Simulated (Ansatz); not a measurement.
**AlFH2: molecular dynamics**

Purpose: to follow the molecule's vibrations and see whether its bonds hold. The start is relaxed first. Runs: 500 steps of 0.5 fs under a Nosé-Hoover thermostat at 700 K.

All numbers below are computed with Ansatz 0.2.0 (RHF/def2-SVP).

### 1 Starting point

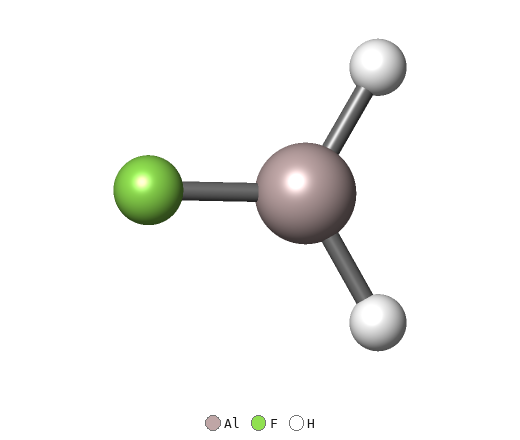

Start, viewed from a chosen angle; aluminium light grey, fluorine green, hydrogen white.

Structure file:

```xyz
4

Al    0.0000    0.0000    0.0000
F     0.0000    0.0000    1.6900
H     1.3510    0.0000   -0.7800
H    -1.3510    0.0000   -0.7800
```

### 2 Preparing the start

File input.yaml:

```yaml
crystal:
  periodic: [false, false, false]
  atoms:
    - { symbol: Al, position_ang: [0.0, 0.0, 0.0] }
    - { symbol: F, position_ang: [0.0, 0.0, 1.69] }
    - { symbol: H, position_ang: [1.351, 0.0, -0.78] }
    - { symbol: H, position_ang: [-1.351, 0.0, -0.78] }
basis:
  gaussian: { orbitals: def2-SVP }
hamiltonian:
  xc: hf
relax:
  f_tol: 0.02
  max_steps: 40
```

Launch:

```sh
$ ansatz run input.yaml --threads 1 --pin off --max-ram 2048MiB --backend cpu --events-out ev --progress --plain --runs-dir out
```

Log (excerpt; [...] marks lines left out):

```text
Warning: RAYON_NUM_THREADS=1 ignored (pool sized by the plan → 1); use --threads N
[...]
Functional definition: HF
[...]
413 factors; integrals over basis functions are off by at most 4.3e-4 eV
[...]
mean field -9317.68773350 eV, -342.4187084506 hartree, gradient 1.9e-5 eV, S^2 0.000000; 0 other end points of the search recorded, 0 dependent functions left out
[...]
reference -9317.68773350 eV, -342.4187084506 hartree; 12, 12 occupied and 30, 30 virtual orbitals, 413 factors
relax step   1: F+E_penalty+E_count = -9317.68773350 eV  Δ(F+E_penalty+E_count) = +0.000e0 eV  max|allowed force component| = 1.120e0 eV/Å  Δτ_max = 0.0000 Å  (22 SCF iters, accepted)
[...]
relax step   3: F+E_penalty+E_count = -9317.72504947 eV  Δ(F+E_penalty+E_count) = -5.107e-3 eV  max|allowed force component| = 9.368e-2 eV/Å  Δτ_max = 0.0116 Å  (22 SCF iters, accepted)
[...]
relax step   4: F+E_penalty+E_count = -9317.72518955 eV  Δ(F+E_penalty+E_count) = -1.401e-4 eV  max|allowed force component| = 1.316e-3 eV/Å  Δτ_max = 0.0026 Å  (22 SCF iters, accepted)
413 factors; integrals over basis functions are off by at most 4.2e-4 eV
[...]
mean field -9317.72518955 eV, -342.4200849349 hartree, gradient 2.1e-5 eV, S^2 0.000000; 1 other end points of the search recorded, 0 dependent functions left out
[...]
reference -9317.72518955 eV, -342.4200849349 hartree; 12, 12 occupied and 30, 30 virtual orbitals, 413 factors
Total energy: -9317.72518955 eV, -342.4200849349 hartree
Atom 0 at    -0.000000     0.000000    -0.022240 Å, force     0.000000    -0.000000     0.001316 eV/Å
Atom 1 at     0.000000    -0.000000     1.632125 Å, force    -0.000000     0.000000     0.001233 eV/Å
Atom 2 at     1.393340    -0.000000    -0.739942 Å, force     0.000875    -0.000000    -0.001275 eV/Å
Atom 3 at    -1.393340    -0.000000    -0.739942 Å, force    -0.000875     0.000000    -0.001275 eV/Å
Dipole moment:    -0.000000     0.000000    -0.319106 e Å
```

It took 1.4 s on 1 thread of Arm Neoverse V1, shared host; peak memory 0.088 GiB.

The steps of the relaxation:

| step | energy from step 1 (eV) | largest force component (eV/Å) |
| --- | --- | --- |
| 1 | 0.0000 | 1.1200 |
| 2 | -0.0322 | 0.5578 |
| 3 | -0.0373 | 0.0937 |
| 4 | -0.0375 | 0.0013 |

Step 1 is the start.

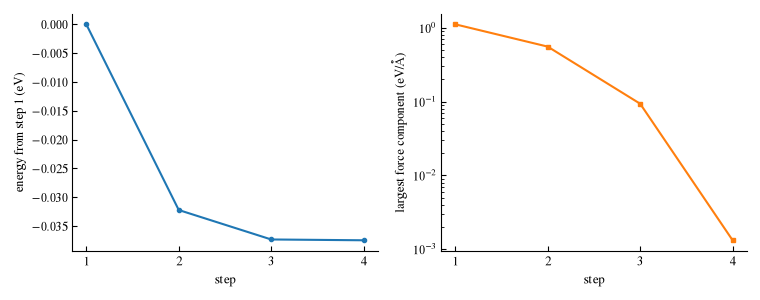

How energy and force went from step to step.

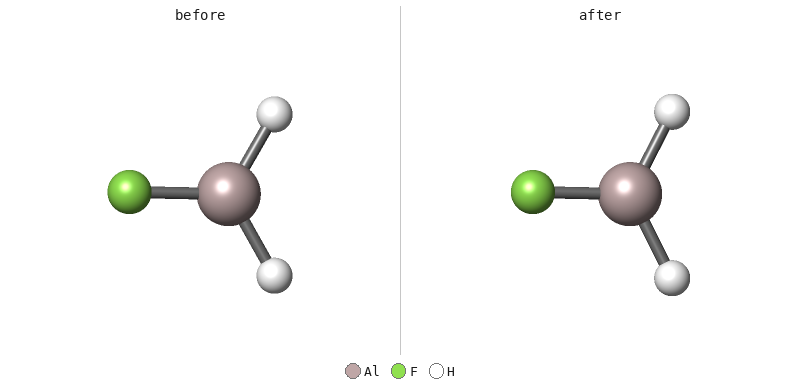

The structure before (left) and after (right), drawn at the same scale.

After: Bond lengths: Al1–F2 1.654 Å, Al1–H3 1.567 Å, Al1–H4 1.567 Å. Angles: F2–Al1–H3 117.3°, F2–Al1–H4 117.3°, H3–Al1–H4 125.5°.

### 3 The run

500 steps of 0.5 fs under a Nosé-Hoover thermostat at 700 K, from the relaxed start.

File input.yaml:

```yaml
crystal:
  periodic: [false, false, false]
  atoms:
    - { symbol: Al, position_ang: [0.0, 0.0, -0.02224] }
    - { symbol: F, position_ang: [0.0, 0.0, 1.632125] }
    - { symbol: H, position_ang: [1.39334, 0.0, -0.739942] }
    - { symbol: H, position_ang: [-1.39334, 0.0, -0.739942] }
basis:
  gaussian: { orbitals: def2-SVP }
hamiltonian:
  xc: hf
md:
  timestep: 0.5
  n_steps: 500
  ensemble: nvt_nose_hoover
  temperature: 700.0
  initial_velocities: maxwell_boltzmann
  seed: 16994
  nose_hoover: { tau: 50.0, chain_length: 1 }
```

Launch:

```sh
$ ansatz run input.yaml --threads 1 --pin off --max-ram 2048MiB --backend cpu --events-out ev --progress --plain --runs-dir out
```

Log (excerpt; [...] marks lines left out):

```text
Warning: RAYON_NUM_THREADS=1 ignored (pool sized by the plan → 1); use --threads N
[...]
[... 1 set-up line as earlier in the session ...]
[...]
413 factors; integrals over basis functions are off by at most 4.4e-4 eV
[...]
mean field -9317.72520630 eV, -342.4200855504 hartree, gradient 1.4e-5 eV, S^2 0.000000; 0 other end points of the search recorded, 0 dependent functions left out
[...]
reference -9317.72520630 eV, -342.4200855504 hartree; 12, 12 occupied and 30, 30 virtual orbitals, 413 factors
md step     0: t =     0.00 fs  T =   700.0 K  F+E_penalty+E_count = -9317.72520630 eV  E_kin = 0.180964 eV  conserved = -9317.54424230 eV  (22 SCF iters)
[...]
md step    21: t =    10.50 fs  T =   199.7 K  F+E_penalty+E_count = -9317.59404655 eV  E_kin = 0.051637 eV  conserved = -9317.54378495 eV  (22 SCF iters)
[...]
md step    42: t =    21.00 fs  T =   335.1 K  F+E_penalty+E_count = -9317.62241524 eV  E_kin = 0.086627 eV  conserved = -9317.54343400 eV  (21 SCF iters)
[...]
md step    63: t =    31.50 fs  T =   449.7 K  F+E_penalty+E_count = -9317.64290717 eV  E_kin = 0.116256 eV  conserved = -9317.54408577 eV  (20 SCF iters)
[...]
md step    82: t =    41.00 fs  T =   643.3 K  F+E_penalty+E_count = -9317.67747414 eV  E_kin = 0.166298 eV  conserved = -9317.54415911 eV  (20 SCF iters)
md step    83: t =    41.50 fs  T =   616.7 K  F+E_penalty+E_count = -9317.66936968 eV  E_kin = 0.159441 eV  conserved = -9317.54415773 eV  (20 SCF iters)
```

### 4 More of the same log: dynamics from the start

Output, continued (excerpt; [...] marks lines left out):

```text
md step    84: t =    42.00 fs  T =   560.1 K  F+E_penalty+E_count = -9317.65347624 eV  E_kin = 0.144799 eV  conserved = -9317.54407293 eV  (20 SCF iters)
[...]
md step   110: t =    55.00 fs  T =   559.9 K  F+E_penalty+E_count = -9317.63104439 eV  E_kin = 0.144749 eV  conserved = -9317.54355497 eV  (21 SCF iters)
[...]
md step   136: t =    68.00 fs  T =   182.5 K  F+E_penalty+E_count = -9317.49642612 eV  E_kin = 0.047179 eV  conserved = -9317.54297952 eV  (21 SCF iters)
[...]
md step   162: t =    81.00 fs  T =   772.1 K  F+E_penalty+E_count = -9317.59529981 eV  E_kin = 0.199616 eV  conserved = -9317.54392383 eV  (20 SCF iters)
[...]
md step   186: t =    93.00 fs  T =   724.3 K  F+E_penalty+E_count = -9317.53919352 eV  E_kin = 0.187248 eV  conserved = -9317.54248207 eV  (21 SCF iters)
md step   187: t =    93.50 fs  T =   751.1 K  F+E_penalty+E_count = -9317.54364166 eV  E_kin = 0.194170 eV  conserved = -9317.54246044 eV  (21 SCF iters)
```

### 5 The log goes on: dynamics from the start

Output, continued (excerpt; [...] marks lines left out):

```text
md step   188: t =    94.00 fs  T =   827.5 K  F+E_penalty+E_count = -9317.56098033 eV  E_kin = 0.213936 eV  conserved = -9317.54265371 eV  (21 SCF iters)
[...]
md step   209: t =   104.50 fs  T =   731.8 K  F+E_penalty+E_count = -9317.48591082 eV  E_kin = 0.189178 eV  conserved = -9317.54330239 eV  (20 SCF iters)
[...]
md step   230: t =   115.00 fs  T =  1082.3 K  F+E_penalty+E_count = -9317.50848145 eV  E_kin = 0.279794 eV  conserved = -9317.54285848 eV  (20 SCF iters)
[...]
md step   251: t =   125.50 fs  T =   623.1 K  F+E_penalty+E_count = -9317.34532056 eV  E_kin = 0.161078 eV  conserved = -9317.54146750 eV  (21 SCF iters)
[...]
md step   498: t =   249.00 fs  T =   308.9 K  F+E_penalty+E_count = -9317.51889970 eV  E_kin = 0.079864 eV  conserved = -9317.54311289 eV  (21 SCF iters)
md step   499: t =   249.50 fs  T =   311.2 K  F+E_penalty+E_count = -9317.52052818 eV  E_kin = 0.080451 eV  conserved = -9317.54318571 eV  (21 SCF iters)
[...]
md step   500: t =   250.00 fs  T =   326.7 K  F+E_penalty+E_count = -9317.52560147 eV  E_kin = 0.084450 eV  conserved = -9317.54327312 eV  (22 SCF iters)
Total energy: -9317.52560147 eV, -342.4127502085 hartree
Atom 0 at    -0.003945    -0.005629     0.005190 Å, force     1.089527     0.596498    -3.072739 eV/Å
Atom 1 at     0.001059    -0.003623     1.607347 Å, force     0.004105    -0.133959     1.746615 eV/Å
Atom 2 at     1.406714     0.166210    -0.894865 Å, force    -0.939789    -0.285584     0.997981 eV/Å
Atom 3 at    -1.321061     0.052731    -0.852244 Å, force    -0.153843    -0.176955     0.328144 eV/Å
Dipole moment:    -0.047632    -0.098583    -0.147237 e Å
```

Run time: 97 s. Hardware: 1 thread of Arm Neoverse V1, shared host; peak memory 0.072 GiB.

### 6 What the atoms did

One step in 36; energies are changes from step 0:

| time (fs) | T (K) | potential energy change (meV/atom) | conserved energy change (meV/atom) |
| --- | --- | --- | --- |
| 0.0 | 700 | 0.0 | 0.00 |
| 18.0 | 494 | 14.8 | 0.10 |
| 36.0 | 304 | 31.9 | 0.22 |
| 54.0 | 380 | 34.6 | 0.24 |
| 72.0 | 831 | 17.6 | 0.13 |
| 90.0 | 952 | 27.1 | 0.07 |
| 108.0 | 824 | 59.0 | 0.34 |
| 126.0 | 675 | 92.0 | 0.69 |
| 144.0 | 1446 | 60.0 | 0.23 |
| 162.0 | 1569 | 58.5 | 0.02 |
| 180.0 | 1007 | 86.4 | 0.33 |
| 198.0 | 547 | 96.5 | 0.49 |
| 216.0 | 291 | 91.1 | 0.47 |
| 234.0 | 282 | 69.6 | 0.30 |
| 250.0 | 327 | 49.9 | 0.24 |

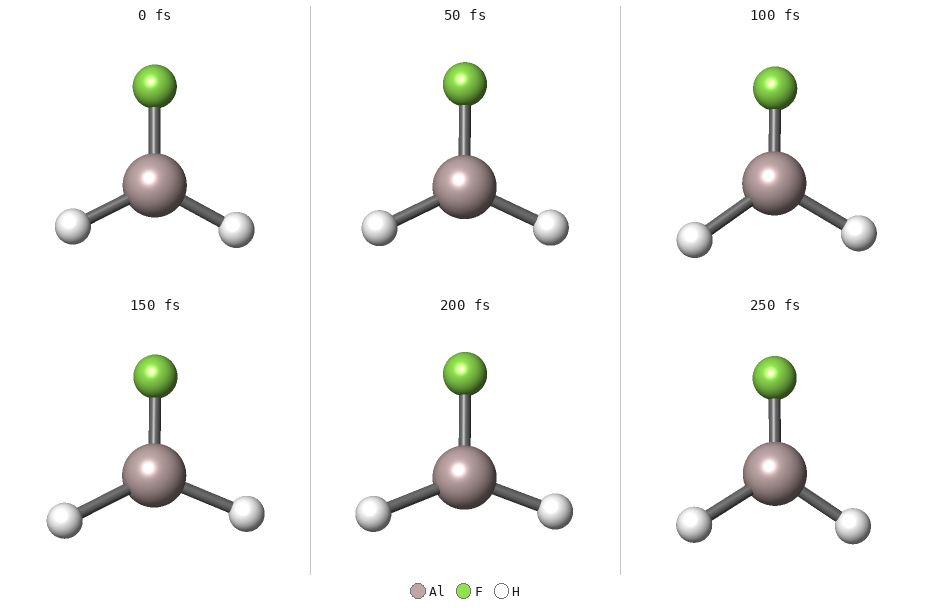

The system at six times, viewed from a chosen angle. Sticks join atoms within a bonding distance in each frame.

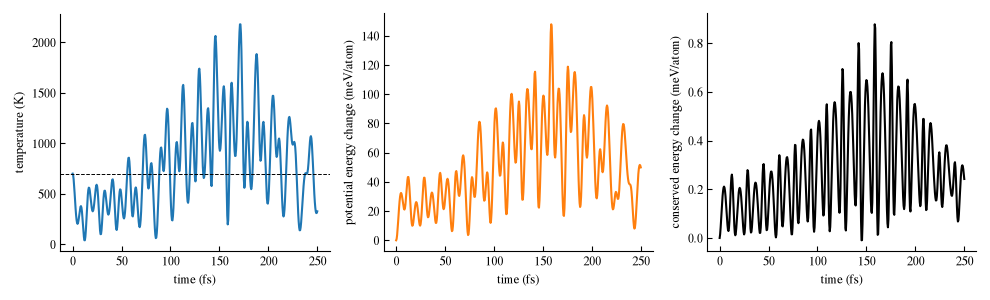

Traces against time; each panel has its own scale. The dashed line is the set temperature.

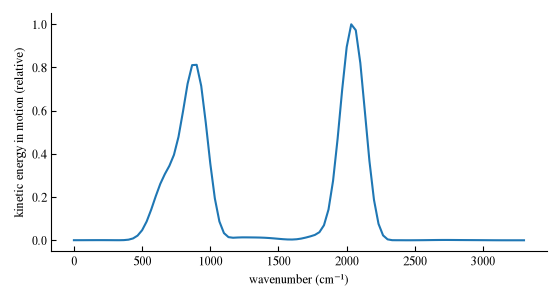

Power spectrum of the mass-weighted velocities; a run of 250 fs resolves no finer than about 270 cm⁻¹.

Maxima of the velocity power spectrum (cm⁻¹, relative height; resolution about 270 cm⁻¹): 900 (81), 2030 (100).

### 7 Snapshots as a file

Positions (Å) and forces (eV/Å):

```xyz
4
time_fs=31.0 T=375 dE=0.1010
Al    0.003    0.009    0.001   -0.482   -0.331   -1.592
F    -0.002   -0.005    1.600    0.038    0.110    2.054
H     1.317   -0.075   -0.751    0.872    0.099   -0.336
H    -1.354   -0.078   -0.733   -0.428    0.122   -0.127
4
time_fs=62.5 T=369 dE=0.1669
Al   -0.003   -0.010   -0.001   -0.544    0.410   -1.032
F     0.004    0.002    1.604   -0.120   -0.165    1.804
H     1.298    0.118   -0.707    1.462   -0.086   -0.612
H    -1.292    0.109   -0.810   -0.798   -0.158   -0.160
4
time_fs=94.0 T=828 dE=0.1642
Al    0.009    0.008   -0.031   -1.278   -0.201    1.907
F    -0.007   -0.006    1.646    0.174    0.088   -0.661
H     1.245   -0.027   -0.799    1.971    0.058   -0.901
H    -1.348   -0.069   -0.705   -0.868    0.055   -0.345
4
time_fs=125.0 T=659 dE=0.3686
Al   -0.007    0.005   -0.066   -0.860   -0.203    4.176
F     0.009    0.001    1.685   -0.248    0.103   -2.268
H     1.341   -0.027   -0.564    2.303    0.075   -1.224
H    -1.332   -0.114   -0.736   -1.195    0.025   -0.684
4
time_fs=156.0 T=1233 dE=0.3203
Al    0.008   -0.024   -0.063    0.548    0.700    3.501
F    -0.010    0.018    1.674    0.268   -0.310   -1.906
H     1.387    0.211   -0.669    0.532   -0.208   -0.558
H    -1.403    0.096   -0.496   -1.348   -0.181   -1.038
4
time_fs=187.5 T=1856 dE=0.1018
Al   -0.010    0.013   -0.024    1.661   -0.692    0.216
F     0.006   -0.003    1.632   -0.175    0.227   -0.040
H     1.486   -0.091   -0.668   -0.834    0.302    0.173
H    -1.329   -0.216   -0.752   -0.651    0.164   -0.350
4
time_fs=219.0 T=936 dE=0.1868
Al    0.001    0.003    0.007    1.184    0.101   -3.026
F    -0.004   -0.006    1.605    0.122   -0.013    1.949
H     1.369    0.077   -0.945   -0.757   -0.054    1.036
H    -1.317   -0.046   -0.794   -0.549   -0.033    0.041
4
time_fs=250.0 T=327 dE=0.1996
Al   -0.004   -0.006    0.005    1.089    0.597   -3.073
F     0.001   -0.004    1.607    0.004   -0.134    1.747
H     1.407    0.166   -0.895   -0.940   -0.286    0.998
H    -1.321    0.053   -0.852   -0.154   -0.177    0.328
```

### 8 Outcome

| quantity | value |
| --- | --- |
| relaxation of the start | 3 moves, 0.037 eV lower |
| length | 500 steps of 0.5 fs |
| temperature, first and last step | 700 and 327 K |
| temperature, second half | mean 997 K, from 139 to 2179 K |
| potential energy, second half | +65 meV/atom from the start |
| largest change of the conserved energy | 0.88 meV/atom |
| bonds formed or broken | 0 |

What this shows: Against a set 700 K the second half averages 997 K with a spread of 448 K. In 250 fs the run doesn't reach equilibrium. The conserved energy strays from its start by at most 0.88 meV/atom, 1.7 % of the mean kinetic energy, which is good for a step of 0.5 fs. The bonds all hold. A run of 250 fs with 4 atoms shows the motion but fixes no equilibrium value. The nuclei move classically, without zero-point motion, which matters most for hydrogen.
